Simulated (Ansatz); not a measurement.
# Is Sn (I4_1/amd) a stable metal?

Question: is the lattice of Sn (I4_1/amd) stable, and if so, what are its coupling constant and resistivity?

Main program and level: Ansatz 0.2.0; DFT PBE, scalar-relativistic, plane waves, PAW.

**1. The starting structure**

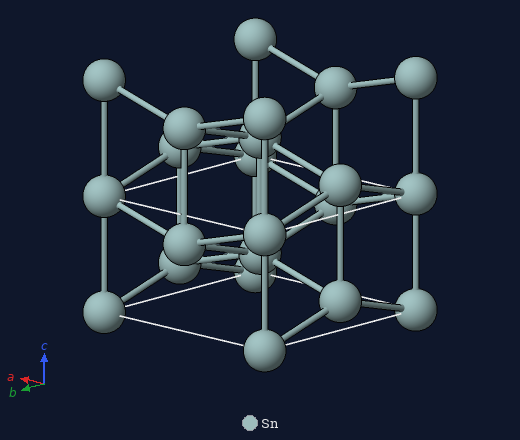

Start, viewed from a free direction; tin teal. 1×1×2 cells are drawn. This picture shows the conventional cell, with its axes. Some periodic images of atoms are drawn too.

**2. Relaxation**

The structure is brought to rest under this functional.

input.yaml reads:

```yaml
crystal:
  lattice:
    - [-2.9401404553, 2.9401404553, 1.5993019889]
    - [2.9401404553, -2.9401404553, 1.5993019889]
    - [2.9401404553, 2.9401404553, -1.5993019889]
  atoms:
    - { symbol: Sn, position: [0.75, 0.25, 0.5] }
    - { symbol: Sn, position: [0.0, 0.0, 0.0] }
kpoints:
  mp_grid: { grid: [10, 10, 10] }
hamiltonian:
  xc: pbe
scf:
  occupations: { method: gaussian, width: 0.1 }
output:
  forces: true
  stress: true
  eigenvalues: true
  write_density: true
  write_potential: true
  elf: true
  volumetric_format: npy
relax:
  adjacent_minimum: "off"
  f_tol: 0.005
  max_steps: 80
  cell: { stress_tol: 0.05 }
```

Launch:

```
> ansatz run input.yaml --threads 4 --pin off --max-ram 10240MiB --backend cpu --events-out ev --progress --plain --runs-dir out
```

Numbers of over 12 decimals in the logs are rounded to 6 here.

Log:

```text
Engine: ansatz 0.2.0, x86_64-unknown-linux-gnu
Pseudopotentials: kind: paw
Pseudopotential: Sn, paw, valence charge 14, recommended cutoff 420 eV (normal), Sn.paw.azcp
Functional definition: PBE
  parameter kappa = 0.804
  parameter beta = 0.066725
  exchange = pbe_x(kappa = kappa, mu = beta*pi^2/3)
  correlation = pbe_c(beta = beta)
Crystal: 2 atoms, lattice volume = 55.300 Å³
Basis set: ecut = 420 eV, 1109 PW (Γ), exchange–correlation on 60×60×60 points (8 copies of the dense FFT grid, shifted against one another)
Bands: 18, of which v1, the nominal top of the filled ones, is band 14 counted from 1 (13 counted from 0)
Symmetry: 16 space group operations
Space group: I41/amd (ITA 141), of the structure as read, at distance tolerance 3.8e-5 Å
k-points: 102 of 1000
Non-local potential: Sn, projectors of the file, l = 0: 2, l = 1: 2, l = 2: 2, l = 3: 2
PAW form: soft (Blöchl's): semilocal exchange-correlation on the pseudo side does not see the compensation charge
PAW one-centre angular grid: Sn, 590 points (default); XC on 64 Gauss nodes
Initial density: superposition of atomic densities (neutral atoms: chi_scale 0, normalization atom), corrected by the library's trained network
Initial wavefunctions: pseudopotential atomic-orbital guess
Functional: x = pbe(κ = 0.804, μ = 0.219515), c = pbe(β = 0.066725)
SCF iter   1: F=—  HF=-12048.338929 eV  |F-HF|=—  |Δ(HF+E_count)|=         —  Δρ=9.85e-4  dr2=3.03e-4  ethr=1.77e-3  ⟨swp⟩=5.7  Hψ=9195  notcnv=0
preconditioner: auto → Kerker (q_TF=auto, 2.436 Å⁻¹)  [metal: Δε(μ)=0.002 eV  Ē_g=20.192 eV  σ=0.100 eV  W_gap=0.01  n_scr=16 (ndim 8)  ℏωp=26.4 eV  f_vac=0.000  D(μ)=0.95/eV (n_scr^D=4)]
SCF iter   2: F=—  HF=-12048.337970 eV  |F-HF|=—  |Δ(HF+E_count)|=   9.60e-4  Δρ=6.00e-4  dr2=1.42e-4  ethr=1.08e-6  ⟨swp⟩=2.1  Hψ=4066  notcnv=0
SCF iter   3: F=—  HF=-12048.337982 eV  |F-HF|=—  |Δ(HF+E_count)|=   1.23e-5  Δρ=3.13e-4  dr2=3.79e-5  ethr=5.09e-7  ⟨swp⟩=2.7  Hψ=3404  notcnv=0
SCF iter   4: F=—  HF=-12048.338006 eV  |F-HF|=—  |Δ(HF+E_count)|=   2.37e-5  Δρ=1.22e-4  dr2=4.99e-6  ethr=1.35e-7  ⟨swp⟩=2.1  Hψ=3148  notcnv=0
SCF iter   5: F=—  HF=-12048.338005 eV  |F-HF|=—  |Δ(HF+E_count)|=   9.92e-7  Δρ=6.16e-5  dr2=1.32e-6  ethr=1.78e-8  ⟨swp⟩=2.0  Hψ=3241  notcnv=0
SCF iter   6: F=-12048.338004 eV  HF=-12048.338004 eV  |F-HF|=8.69e-8  |Δ(HF+E_count)|=   8.67e-7  Δρ=1.29e-5  dr2=6.45e-8  ethr=3.57e-10  ⟨swp⟩=8.2  Hψ=12077  notcnv=0
SCF 1 converged in 6 iterations: F = -12048.338004 eV  dr2 = 6.45e-8
  greatest PAW one-centre occupation: 0.991 electrons in one spin orbital (limit 2), on the Sn atom at site 1 (counted from 0), in its partial waves of l = 2
relax step   1: F+E_penalty+E_count = -12048.33800362 eV  Δ(F+E_penalty+E_count) = +0.000e0 eV  max|allowed force component| = 6.072e-18 eV/Å  Δτ_max = 0.0000 Å  P = +1.399 GPa  Ω = 55.300 Å³  (6 SCF iters, dr2 threshold 1.00e-7 eV, accepted)
Crystal: 2 atoms, lattice volume = 57.379 Å³
Basis set: ecut = 420 eV, 1129 PW (Γ), exchange–correlation on 60×60×60 points (8 copies of the dense FFT grid, shifted against one another)
Initial density: handed on by an earlier stage of this run
Initial wavefunctions: those handed on with the density
iter 1 solved again at ethr=1.04e-6 eV; its pass at ethr=3.10e-3 eV (dr2=2.93e-4 eV) is discarded
SCF iter   1: F=—  HF=-12048.344754 eV  |F-HF|=—  |Δ(HF+E_count)|=         —  Δρ=8.77e-4  dr2=3.31e-4  ethr=1.04e-6  ⟨swp⟩=2.8  Hψ=13040  notcnv=0
preconditioner: auto → Kerker (q_TF=auto, 2.421 Å⁻¹)  [metal: Δε(μ)=0.015 eV  Ē_g=20.057 eV  σ=0.100 eV  W_gap=0.09  n_scr=16 (ndim 8)  ℏωp=25.9 eV  f_vac=0.000  D(μ)=0.89/eV (n_scr^D=4)]
SCF iter   2: F=—  HF=-12048.344785 eV  |F-HF|=—  |Δ(HF+E_count)|=   3.06e-5  Δρ=5.90e-4  dr2=1.47e-4  ethr=1.04e-6  ⟨swp⟩=1.0  Hψ=1836  notcnv=0
SCF iter   3: F=—  HF=-12048.344819 eV  |F-HF|=—  |Δ(HF+E_count)|=   3.39e-5  Δρ=9.74e-5  dr2=5.52e-6  ethr=5.26e-7  ⟨swp⟩=1.4  Hψ=1911  notcnv=0
SCF iter   4: F=—  HF=-12048.344820 eV  |F-HF|=—  |Δ(HF+E_count)|=   9.35e-7  Δρ=3.06e-5  dr2=6.93e-7  ethr=1.97e-8  ⟨swp⟩=2.5  Hψ=3287  notcnv=0
SCF iter   5: F=-12048.344820 eV  HF=-12048.344820 eV  |F-HF|=1.20e-8  |Δ(HF+E_count)|=   1.27e-7  Δρ=7.23e-6  dr2=5.31e-8  ethr=7.14e-10  ⟨swp⟩=10.0  Hψ=12346  notcnv=0
SCF 2 converged in 5 iterations: F = -12048.344820 eV  dr2 = 5.31e-8
relax step   2: F+E_penalty+E_count = -12048.34481975 eV  Δ(F+E_penalty+E_count) = -6.816e-3 eV  max|allowed force component| = 4.337e-18 eV/Å  Δτ_max = 0.0000 Å  P = -0.433 GPa  Ω = 57.379 Å³  energy of the carried Pulay correction = -4.021e-4 eV  (5 SCF iters, dr2 threshold 2.00e-7 eV, accepted)
Crystal: 2 atoms, lattice volume = 56.940 Å³
Basis set: ecut = 420 eV, 1113 PW (Γ), exchange–correlation on 60×60×60 points (8 copies of the dense FFT grid, shifted against one another)
iter 1 solved again at ethr=2.44e-7 eV; its pass at ethr=3.10e-3 eV (dr2=6.83e-5 eV) is discarded
SCF iter   1: F=—  HF=-12048.345903 eV  |F-HF|=—  |Δ(HF+E_count)|=         —  Δρ=1.69e-4  dr2=1.50e-5  ethr=2.44e-7  ⟨swp⟩=3.0  Hψ=11031  notcnv=0
preconditioner: auto → Kerker (q_TF=auto, 2.424 Å⁻¹)  [metal: Δε(μ)=0.092 eV  Ē_g=20.076 eV  σ=0.100 eV  W_gap=0.43  n_scr=16 (ndim 8)  ℏωp=26.0 eV  f_vac=0.000  D(μ)=0.87/eV (n_scr^D=4)]
SCF iter   2: F=—  HF=-12048.345903 eV  |F-HF|=—  |Δ(HF+E_count)|=   5.24e-7  Δρ=1.13e-4  dr2=6.84e-6  ethr=5.37e-8  ⟨swp⟩=1.2  Hψ=1857  notcnv=0
SCF iter   3: F=—  HF=-12048.345903 eV  |F-HF|=—  |Δ(HF+E_count)|=   3.58e-7  Δρ=1.84e-5  dr2=2.55e-7  ethr=2.44e-8  ⟨swp⟩=1.8  Hψ=2077  notcnv=0
SCF iter   4: F=-12048.345903 eV  HF=-12048.345903 eV  |F-HF|=1.20e-9  |Δ(HF+E_count)|=   2.01e-8  Δρ=6.36e-6  dr2=3.37e-8  ethr=7.14e-10  ⟨swp⟩=9.7  Hψ=11749  notcnv=0
SCF 3 converged in 4 iterations: F = -12048.345903 eV  dr2 = 3.37e-8
relax step   3: F+E_penalty+E_count = -12048.34590311 eV  Δ(F+E_penalty+E_count) = -1.083e-3 eV  max|allowed force component| = 1.735e-18 eV/Å  Δτ_max = 0.0000 Å  P = -0.080 GPa  Ω = 56.940 Å³  energy of the carried Pulay correction = -3.183e-4 eV  (4 SCF iters, dr2 threshold 2.00e-7 eV, accepted)
[...]
relax step   4: F+E_penalty+E_count = -12048.34612517 eV  Δ(F+E_penalty+E_count) = -2.221e-4 eV  max|allowed force component| = 5.204e-18 eV/Å  Δτ_max = 0.0000 Å  P = -0.012 GPa  Ω = 56.863 Å³  energy of the carried Pulay correction = -3.030e-4 eV  (3 SCF iters, dr2 threshold 2.00e-7 eV, accepted)
[...]
relax step   5: F+E_penalty+E_count = -12048.34615746 eV  Δ(F+E_penalty+E_count) = -3.229e-5 eV  max|allowed force component| = 0.000e0 eV/Å  Δτ_max = 0.0000 Å  P = +0.001 GPa  Ω = 56.845 Å³  energy of the carried Pulay correction = -2.997e-4 eV  (3 SCF iters, dr2 threshold 1.35e-8 eV, accepted)
Basis set: ecut = 420 eV, 1113 PW (Γ), exchange–correlation on 64×64×64 points (8 copies of the dense FFT grid, shifted against one another)
Initial wavefunctions: pseudopotential atomic-orbital guess (no wavefunctions were taken with the density)
iter 1 solved again at ethr=1.12e-7 eV; its pass at ethr=3.10e-3 eV (dr2=3.13e-5 eV) is discarded
SCF iter   1: F=—  HF=-12048.346455 eV  |F-HF|=—  |Δ(HF+E_count)|=         —  Δρ=2.99e-5  dr2=8.88e-8  ethr=1.12e-7  ⟨swp⟩=2.8  Hψ=13589  notcnv=0
preconditioner: auto → Kerker (q_TF=auto, 2.425 Å⁻¹)  [metal: Δε(μ)=0.046 eV  Ē_g=20.087 eV  σ=0.100 eV  W_gap=0.25  n_scr=16 (ndim 8)  ℏωp=26.1 eV  f_vac=0.000  D(μ)=0.88/eV (n_scr^D=4)]
SCF iter   2: F=—  HF=-12048.346455 eV  |F-HF|=—  |Δ(HF+E_count)|=   3.39e-8  Δρ=1.50e-5  dr2=2.54e-8  ethr=3.17e-10  ⟨swp⟩=2.1  Hψ=3279  notcnv=0
SCF iter   3: F=—  HF=-12048.346455 eV  |F-HF|=—  |Δ(HF+E_count)|=   4.98e-8  Δρ=3.95e-6  dr2=3.71e-9  ethr=9.09e-11  ⟨swp⟩=3.0  Hψ=3289  notcnv=0
SCF iter   4: F=—  HF=-12048.346455 eV  |F-HF|=—  |Δ(HF+E_count)|=   2.62e-9  Δρ=5.09e-7  dr2=1.43e-10  ethr=1.33e-11  ⟨swp⟩=2.0  Hψ=2247  notcnv=0
SCF iter   5: F=-12048.346455 eV  HF=-12048.346455 eV  |F-HF|=1.82e-12  |Δ(HF+E_count)|=  1.09e-11  Δρ=1.37e-7  dr2=7.39e-12  ethr=1.00e-12  ⟨swp⟩=7.0  Hψ=9266  notcnv=0
SCF 6 converged in 5 iterations: F = -12048.346455 eV  dr2 = 7.39e-12
relax step   6: F+E_penalty+E_count = -12048.34645522 eV  Δ(F+E_penalty+E_count) = -2.978e-4 eV  max|allowed force component| = 3.469e-18 eV/Å  Δτ_max = 0.0000 Å  P = -0.001 GPa  Ω = 56.845 Å³  stress off target by 5.98e-3 GPa  SCF on the basis re-selected at this cell (its energy is not comparable with the rows above)  (5 SCF iters)
basis re-selected at this cell: Δ(F+E_penalty+E_count) = -2.978e-4 eV, ΔP = -0.001 GPa vs the last step (what re-selecting the basis moved, of the pressure what is left beyond the Pulay correction that the steps carried, after the strain that the cell walked since its last selection, with what the two solves' SCF thresholds leave and, on support functions, any second-order correction that the steps lacked; it is no measure of the basis error at this ecutwfc). The dense FFT grid was sized anew with the basis: this SCF ran on 32×32×32 points, the steps before it on 30×30×30, so part of this shift can come from that change (see relax.cell in the input reference). [rest of the remark cut]
SCF converged after 5 iterations
Free energy (F): -12048.346455 eV
Harris-Foulkes:  -12048.346455 eV  (|F-HF|=1.82e-12)
Internal energy: -12048.342054 eV  (E = F + TS)
E sigma→0 (E₀):  -12048.344254 eV
Entropy (-TS):   -0.004402 eV (-2.201 meV/atom)
Fermi energy:    10.093345 eV
--- Per-component energies (eV) ---
  E_band       = -181.449220
  E_kinetic    = 372.263619
  E_local      = -1763.801291  (includes V_loc(G=0)·N_el)
  E_nonlocal   = -64.880129
  E_hartree    = 1088.132319
  E_xc         = -764.846534
  E_vxc        = -191.674054  (∫ρ·V_xc dr)
  E_paw        = -8272.038173  (= ΣΔE_a)
  E_vpaw       = -709.622047  (= ΣTr[D̂ρ^β])
  E_aug_tail   = -0.000001  (compensation charges beyond the density's cutoff)
  E_ewald      = -2643.171864
  E_smearing   = -0.004402  (= −TS)
  E_closure    = 0.000000  (closes the sum)
  Σ components = -12048.346455   (vs F -12048.346455, Δ=0.00e0)
--- Forces (eV/Å), atoms counted from 1 ---
  atom   1  Sn     0.00000000    -0.00000000     0.00000000
  atom   2  Sn    -0.00000000     0.00000000     0.00000000
  max |Σ_I F_I| component: 6.94e-18 eV/Å
--- Stress (GPa, compression-positive) ---
        0.002120       0.000000      -0.000000
        0.000000       0.002120       0.000000
       -0.000000       0.000000      -0.005984
  P = ⅓ Tr σ = -0.0006 GPa (-0.006 kbar)
--- Band table (eV; the first three rows and the last of 102) ---
  k-point 0: bands = [... 10 lower, -0.7361, 6.1159, 8.1408, 8.1408, 13.0438, 15.9087, 15.9087, 16.8735]
  k-point 1: bands = [... 10 lower, -0.6509, 5.5263, 8.2420, 8.5769, 13.4360, 15.1870, 15.4241, 16.8741]
  k-point 2: bands = [... 10 lower, -0.3953, 4.4408, 8.5437, 9.2700, 13.9662, 14.4152, 14.5435, 16.6298]
  k-point 101: bands = [... 10 lower, 2.5520, 2.5520, 5.5017, 5.5017, 15.2810, 15.2810, 18.7717, 18.7717]
--- Relaxed structure (5 steps of the walk, 5 accepted, 1 SCFs on fresh bases) ---
  F+E_penalty+E_count = -12048.34645522 eV   max|allowed force component| = 3.469e-18 eV/Å   (the final SCF, on the basis selected at the relaxed cell)
  cell:  # Å, volume = 56.8450 Å³
    - [-2.984347, 2.984347, 1.595637]
    - [2.984347, -2.984347, 1.595637]
    - [2.984347, 2.984347, -1.595637]
  atoms:
    - { symbol: Sn, position: [0.75, 0.25, 0.5] }
    - { symbol: Sn, position: [0, 0, 0] }
```

Run time: 4.8 s. Hardware: 4 threads of Intel Xeon 6975P-C (Granite Rapids), shared host; peak memory 0.51 GiB; 17 s of CPU time.

Step by step:

```csv
step,energy less that of the first step (eV),largest force component (eV/Å),pressure (GPa),volume (Å³)
1,0.0000,0.0000,1.40,55.30
2,-0.0068,0.0000,-0.43,57.38
3,-0.0079,0.0000,-0.08,56.94
4,-0.0081,0.0000,-0.01,56.86
5,-0.0082,0.0000,0.00,56.85
6*,-0.0085,0.0000,0.00,56.85
```

Relaxation steps marked * repeat the geometry before them on a plane-wave basis chosen anew for their cell, so energy and pressure can jump there.

The run keeps the 16 symmetry operations that it works with, so distortions that break them were not tested.

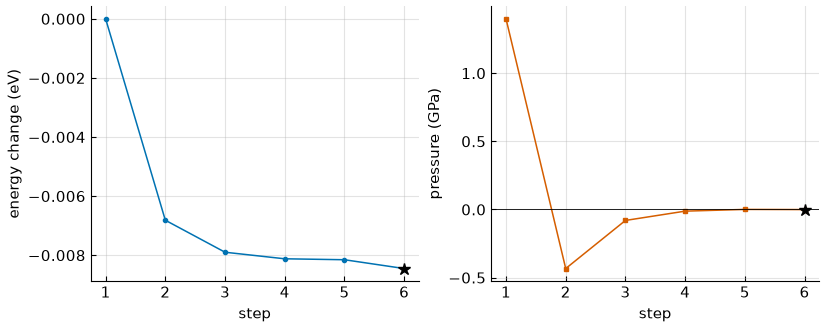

Energy and pressure along the relaxation. Stars mark steps on a basis chosen anew.

```csv
"conventional cell, symmetrised",before,after,change
a (Å),5.880,5.969,+1.5 %
b (Å),5.880,5.969,+1.5 %
c (Å),3.199,3.191,-0.2 %
volume (Å³/atom),27.65,28.42,+2.8 %
```

The relaxed structure:

```xyz
2
Lattice="-2.9843 2.9843 1.5956 2.9843 -2.9843 1.5956 2.9843 2.9843 -1.5956" Properties=species:S:1:pos:R:3 pbc="T T T"
Sn    0.0000    2.9843    0.7978
Sn    0.0000    0.0000    0.0000
```

This step gave:

```
pressure          : -5.81e-4 GPa
volume per atom   : 28.42 Å³
metallic on mesh  : yes
gap on the k-mesh : 0 eV
```

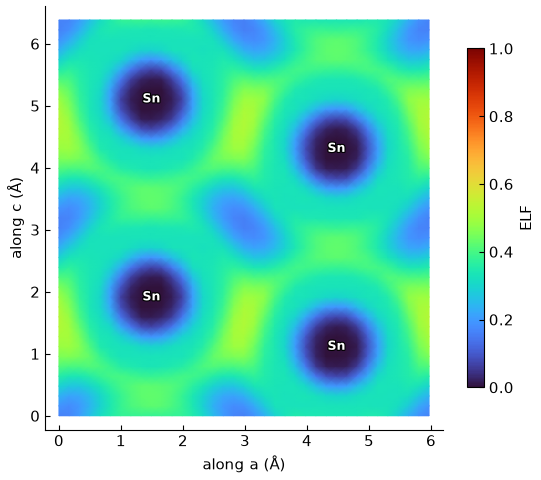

ELF in the ac plane of the conventional cell at fractional y = 0.000, with atoms of Sn within 0.2 Å of it. It is the smooth field of the valence electrons, not physical close to the nuclei. The map starts off the cell's origin, so that atoms lie inside it.

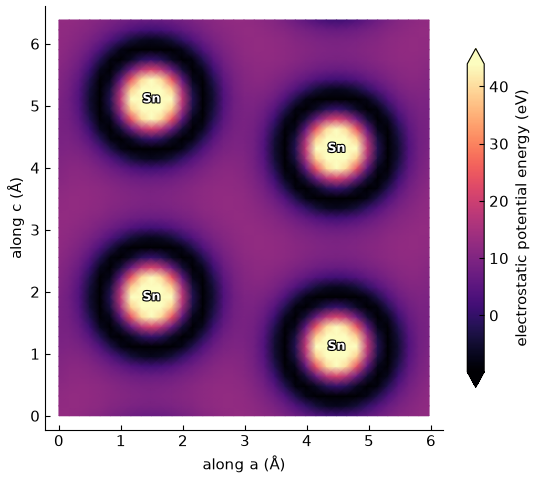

Electrostatic potential energy in the ac plane of the conventional cell at fractional y = 0.000, with atoms of Sn within 0.2 Å of it. With pseudopotentials it is smooth inside the atoms' cores, unlike the true potential. The map starts off the cell's origin, so that atoms lie inside it.

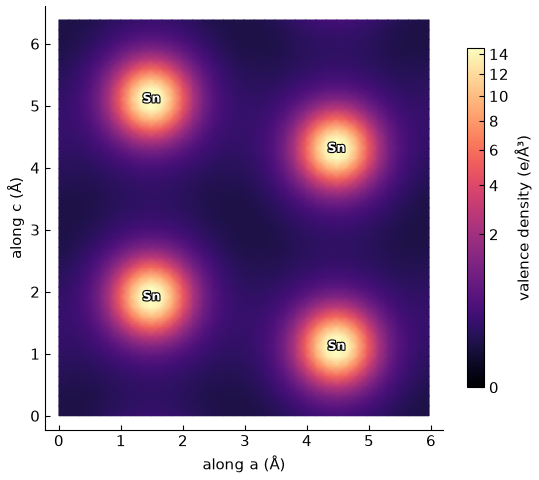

Valence density in the ac plane of the conventional cell at fractional y = 0.000, with atoms of Sn within 0.2 Å of it. It is the smooth field of the valence electrons, not physical close to the nuclei. The map starts off the cell's origin, so that atoms lie inside it. The colour scale is stretched toward low values.

The largest force is now zero by symmetry and the largest stress component 0.0060 GPa.

**3. Relaxing tightly for phonons**

No force is left; the cell is relaxed once more with another smearing and tight thresholds.

input.yaml reads:

```yaml
crystal:
  lattice:
    - [-2.9843468704, 2.9843468704, 1.5956367452]
    - [2.9843468704, -2.9843468704, 1.5956367452]
    - [2.9843468704, 2.9843468704, -1.5956367452]
  atoms:
    - { symbol: Sn, position: [0.75, 0.25, 0.5] }
    - { symbol: Sn, position: [0.0, 0.0, 0.0] }
kpoints:
  mp_grid: { grid: [10, 10, 10] }
hamiltonian:
  xc: pbe
scf:
  occupations: { method: methfessel_paxton, width: 0.2 }
output:
  forces: true
  stress: true
  eigenvalues: true
relax:
  adjacent_minimum: "off"
  f_tol: 0.001
  max_steps: 60
  cell: { stress_tol: 0.01 }
```

Log:

```text
[the first part of the log is left out]
  E_hartree    = 1088.169505
  E_xc         = -764.849758
  E_vxc        = -191.677423  (∫ρ·V_xc dr)
  E_paw        = -8272.030050  (= ΣΔE_a)
  E_vpaw       = -709.609003  (= ΣTr[D̂ρ^β])
  E_aug_tail   = -0.000001  (compensation charges beyond the density's cutoff)
  E_ewald      = -2643.119629
  E_smearing   = 0.000683  (= −TS)
  E_closure    = -0.000000  (closes the sum)
  Σ components = -12048.343745   (vs F -12048.343745, Δ=0.00e0)
[...]
--- Stress (GPa, compression-positive) ---
       -0.001619       0.000000       0.000000
        0.000000      -0.001619      -0.000000
        0.000000      -0.000000      -0.000425
  P = ⅓ Tr σ = -0.0012 GPa (-0.012 kbar)
--- Band table (eV; the first three rows and the last of 102) ---
[...]
--- Relaxed structure (3 steps of the walk, 3 accepted, 1 SCFs on fresh bases) ---
[...]
cell:  # Å, volume = 56.8466 Å³
    - [-2.985767, 2.985767, 1.594162]
    - [2.985767, -2.985767, 1.594162]
    - [2.985767, 2.985767, -1.594162]
  atoms:
    - { symbol: Sn, position: [0.750000, 0.250000, 0.500000] }
    - { symbol: Sn, position: [0, 0, 0] }
```

It took 3.2 s on 4 threads; peak memory 0.49 GiB.

Little changed from the start: no atom moved by 0.005 Å and no cell edge by 0.1 %.

This step gave:

| Item | Value |
| --- | --- |
| pressure | -0.001221 GPa |

The largest force is now zero by symmetry and the largest stress component 0.0016 GPa, small enough for phonons.

(Continued in part 2 of 3.)

[Logs are printed without paths, hosts, clocks, repeated set-up lines and the standing remarks that a program may print on its own settings, such as how far it seeks lower states.]

[Hosts, paths, dates, database ids (printed as entryN), source tags and the programs' standing remarks are cut or masked in the printed files.]
